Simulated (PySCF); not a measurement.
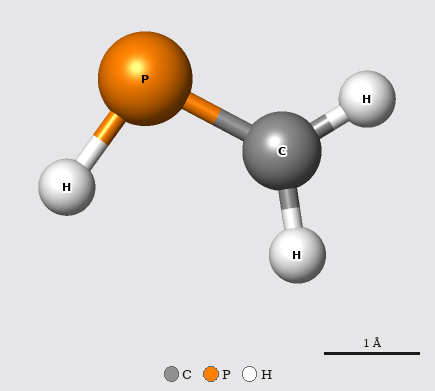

This is the input geometry for a relaxation of CH₂PH. The picture is a ball-and-stick view, seen face on.

The start comes from GFN2-xTB. Its atoms were then displaced at random by about 0.01 Å.

Method: PBE0-D3(BJ)/def2-SVP geometry optimisation, gas phase in PySCF.

```xyz
5

C    -0.5227   -0.0072   -0.2053
P     0.8851   -0.7795    0.0706
H    -0.6422    0.9955   -0.6584
H    -1.4419   -0.4521    0.0522
H     1.7552    0.2093   -0.4355
```

**Where does the relaxation end?**

The energy falls by 1.74 kcal/mol in 4 geometry steps. H4 moves most after the best rigid fit: 0.046 Å. By element the largest moves are H 0.046 Å, C 0.023 Å, P 0.016 Å. Near-neighbour distances that change, for instance: C1–H4 1.053 → 1.096 Å, C1–P2 1.629 → 1.666 Å, P2–H5 1.411 → 1.436 Å, C1–H3 1.107 → 1.095 Å. Among the angles between lasting bonds that change: H3–C1–H4 112.9° → 115.5°. The run took 4 s on 1 thread of Arm Neoverse N1 (shared host).

Final geometry:

```xyz
5

C    -0.5362    0.0098   -0.2113
P     0.8975   -0.7896    0.0735
H    -0.6306    1.0025   -0.6632
H    -1.4799   -0.4745    0.0650
H     1.7828    0.2178   -0.4403
```
